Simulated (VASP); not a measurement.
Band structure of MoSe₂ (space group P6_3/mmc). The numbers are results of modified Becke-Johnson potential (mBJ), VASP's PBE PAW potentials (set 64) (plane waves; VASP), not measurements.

mBJ is a potential without an energy functional, so only the levels count. Without a dispersion term in the relaxation, distances and binding between the weakly bound layers, chains or molecules are unreliable, and so is what depends on them.

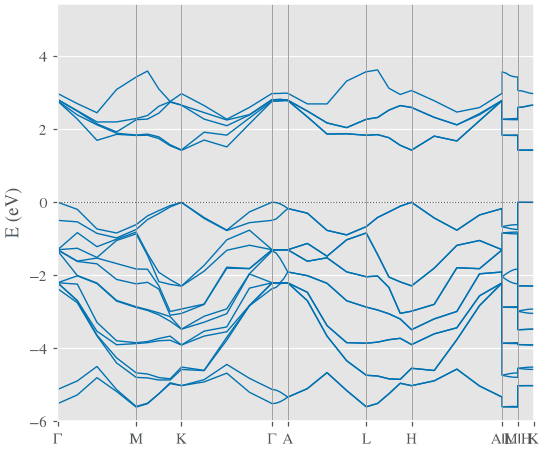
Figure: Bands along high-symmetry lines, zero at the valence-band maximum or, without a gap, the Fermi level

Q: Read the plot: is there a gap, and where are the band edges?

A: The gap is indirect, 1.42 eV, from the valence maximum at Γ to the conduction minimum at K.

The structure comes from a computed database's MoSe2 entry (P6_3/mmc); how it stands against other phases isn't given here. It was relaxed first. The cell's shape comes from a PBE relaxation.
